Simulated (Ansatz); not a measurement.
# SiH2F2 (SMILES F[SiH2]F): r2SCAN/aug-cc-pVDZ

What is the vertical electron affinity of SiH2F2 at r2SCAN/aug-cc-pVDZ? 

The results are computed with Ansatz 0.2.0.

53 further runs of the same task are left out: 53 set aside as unsound or not needed.

## Step 1: The structure to begin with

The species is SiH2F2 (5 atoms), meant as a singlet with charge 0. As SMILES, `F[SiH2]F`. The coordinates come from a PBE0-D4/def2-TZVP relaxation.

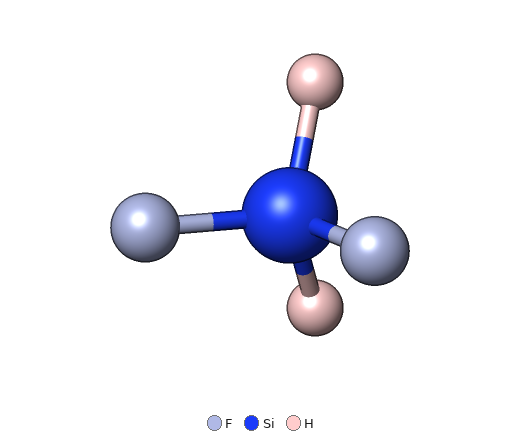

The structure, seen from a chosen angle (fluorine light blue, silicon blue, hydrogen pink).

## Step 2: The energy at r2SCAN/aug-cc-pVDZ

in.yaml reads:

```yaml
crystal:
  periodic: [false, false, false]
  atoms:
    - {symbol: F, position_ang: [-1.079010, 0.538200, 0.980720]}
    - {symbol: Si, position_ang: [-0.005220, -0.000540, -0.054090]}
    - {symbol: F, position_ang: [1.247630, -0.520590, 0.766910]}
    - {symbol: H, position_ang: [-0.590470, -1.138740, -0.786300]}
    - {symbol: H, position_ang: [0.427070, 1.121680, -0.907250]}
basis:
  gaussian:
    orbitals: aug-cc-pVDZ
hamiltonian:
  xc: r2scan
accuracy: high
output:
  orbitals: {seedname: orbitals}
```

Launch:

```bash
$ ansatz run in.yaml --threads 1 --pin off --max-ram 3480MiB --events-out events.jsonl --progress --plain --runs-dir runs
```

Standard output:

```text
Warning: RAYON_NUM_THREADS=1 ignored (pool sized by the plan → 1); use --threads N
Functional definition: r2SCAN
  name "r2SCAN"
  parameter k0 = 0.174
  parameter k1 = 0.065
  parameter a1 = 4.9479
  exchange = r2scan_x(k0 = k0, k1 = k1, a1 = a1)
  correlation = r2scan_c
1837 factors; integrals over basis functions are off by at most 3.7e-9 eV
mean field evaluation 1: about -13341.7565 eV, gradient 4.3e1 eV
mean field evaluation 2: about -13336.0200 eV, gradient 7.5e1 eV
mean field evaluation 4: about -13344.4409 eV, gradient 5.1e-1 eV
mean field evaluation 8: about -13344.4396 eV, gradient 1.3e-2 eV
mean field evaluation 16: about -13344.4396 eV, gradient 3.2e-7 eV
mean field -13344.43963099 eV, -490.3991112529 hartree, gradient 7.1e-9 eV, S^2 0.000000; 0 other end points of the search recorded, 0 dependent functions left out
reference -13344.43963255 eV, -490.3991113101 hartree; 17, 17 occupied and 74, 74 virtual orbitals, 1837 factors
Total energy: -13344.43963255 eV, -490.3991113101 hartree
```

It took 5.1 s on 1 thread of Intel Xeon 6975P-C (Granite Rapids), shared host; peak memory 0.27 GiB.

## Step 3: The doublet anion at the same level

run.yaml reads:

```yaml
crystal:
  periodic: [false, false, false]
  atoms:
    - {symbol: F, position_ang: [-1.079010, 0.538200, 0.980720]}
    - {symbol: Si, position_ang: [-0.005220, -0.000540, -0.054090]}
    - {symbol: F, position_ang: [1.247630, -0.520590, 0.766910]}
    - {symbol: H, position_ang: [-0.590470, -1.138740, -0.786300]}
    - {symbol: H, position_ang: [0.427070, 1.121680, -0.907250]}
basis:
  gaussian:
    orbitals: aug-cc-pVDZ
total_charge: -1
magnetization:
  spin_polarized: true
  initial_magnetization: 1
hamiltonian:
  xc: {name: r2SCAN}
accuracy: high
output:
  orbitals: {seedname: orbitals}
```

Launch:

```bash
$ ansatz run run.yaml --threads 1 --pin off --max-ram 3480MiB --events-out events.jsonl --progress --plain --runs-dir runs
```

Standard output:

```text
Warning: RAYON_NUM_THREADS=1 ignored (pool sized by the plan → 1); use --threads N
[... 7 set-up lines as earlier in the session ...]
1837 factors; integrals over basis functions are off by at most 3.7e-9 eV
mean field evaluation 1: about -13341.4170 eV, gradient 2.1e1 eV
mean field evaluation 2: about -13339.3078 eV, gradient 3.4e1 eV
mean field evaluation 4: about -13343.6301 eV, gradient 9.3e-1 eV
mean field evaluation 8: about -13343.6325 eV, gradient 2.7e-2 eV
mean field evaluation 16: about -13343.6325 eV, gradient 1.2e-4 eV
mean field evaluation 32: about -13343.4658 eV, gradient 2.7e0 eV
mean field evaluation 64: about -13343.5272 eV, gradient 2.6e-1 eV
mean field evaluation 96: about -13343.1759 eV, gradient 1.9e0 eV
mean field -13343.63250825 eV, -490.3694500391 hartree, gradient 9.7e-8 eV, S^2 0.750346; 12 other end points of the search recorded, 0 dependent functions left out
reference -13343.63252683 eV, -490.3694507218 hartree; 18, 17 occupied and 73, 74 virtual orbitals, 1837 factors
Total energy: -13343.63252683 eV, -490.3694507218 hartree
```

Wall time 67 s (1 thread of Intel Xeon 6975P-C (Granite Rapids), shared host); peak memory 0.44 GiB.

## Step 4: Results

Level: r2SCAN/aug-cc-pVDZ.

| quantity | value |
| --- | --- |
| singlet SiH2F2: total energy | -490.39911 Eh |
| singlet SiH2F2: HOMO energy | -8.76 eV |
| singlet SiH2F2: LUMO energy | -0.26 eV |
| singlet SiH2F2: HOMO–LUMO gap | 8.51 eV |
| doublet anion: total energy | -490.36945 Eh |
| doublet anion: HOMO energy (highest over α and β) | 1.93 eV |
| doublet anion: LUMO energy (lowest over α and β) | 2.42 eV |
| doublet anion: ⟨S²⟩ | 0.750 |
| vertical electron affinity (to the doublet anion) | -0.807 eV |

What this shows: The anion lies 0.81 eV (77.9 kJ/mol) above the neutral: the electron isn't bound at this level, and such a value depends on the basis. The HOMO (doublet anion) lies at positive energy, 1.93 eV, as semi-local functionals often give for anions; only total energies tell whether the electron is bound.
